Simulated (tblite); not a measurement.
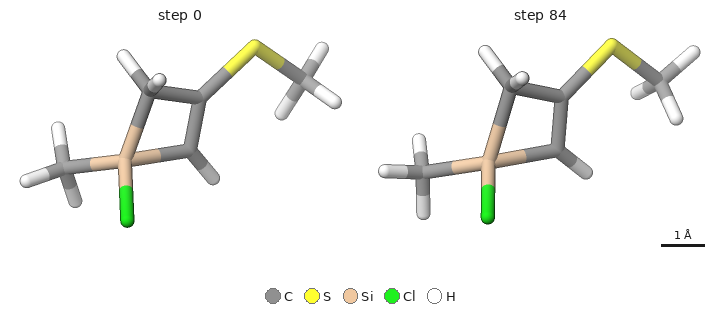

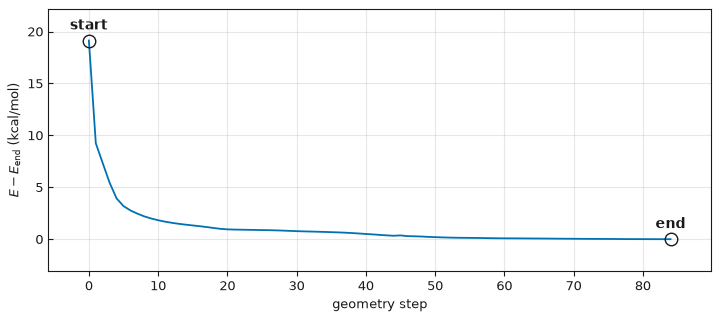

First and last geometry of a relaxation of C₅H₉ClSSi, with the history of the run. The picture is a stick view, seen from a free direction.

The calculation used GFN2-xTB geometry optimisation, gas phase (tblite 0.8.0). 

> What do the curves and the structures tell?

It converged. The largest move after the best rigid fit is that of an H atom, 0.59 Å. By element the largest moves are H 0.59 Å, C 0.19 Å, Si 0.14 Å, Cl 0.11 Å, S 0.08 Å. Near-neighbour distances that change, for instance: C–Si 1.800 → 1.932 Å, C–S 1.816 → 1.736 Å, C–Si 1.813 → 1.883 Å, Cl–Si 2.092 → 2.030 Å. Bond angles that change, for instance: C–C–C 97.8° → 106.3°, C–Si–C 111.0° → 118.9°, Si–C–H 131.2° → 138.5°. Groups turn about C–S by about 35°. The energy falls by 19.1 kcal/mol in 84 geometry steps. The run took 1.4 s on 1 thread of Arm Neoverse N1, on a shared host.

| step | E − E(0), kcal/mol |
| --- | --- |
| 0 | 0.00 |
| 1 | -9.90 |
| 2 | -11.81 |
| 3 | -13.71 |
| 4 | -15.21 |
| 5 | -15.95 |
| 6 | -16.37 |
| 7 | -16.67 |
| 8 | -16.94 |
| 9 | -17.14 |
| 10 | -17.31 |
| 14 | -17.74 |
| 18 | -18.06 |
| 22 | -18.22 |
| 26 | -18.27 |
| 29 | -18.34 |
| 33 | -18.42 |
| 37 | -18.51 |
| 41 | -18.68 |
| 45 | -18.77 |
| 49 | -18.91 |
| 53 | -18.99 |
| 57 | -19.03 |
| 61 | -19.05 |
| 65 | -19.07 |
| 68 | -19.09 |
| 72 | -19.11 |
| 76 | -19.12 |
| 80 | -19.13 |
| 84 | -19.14 |
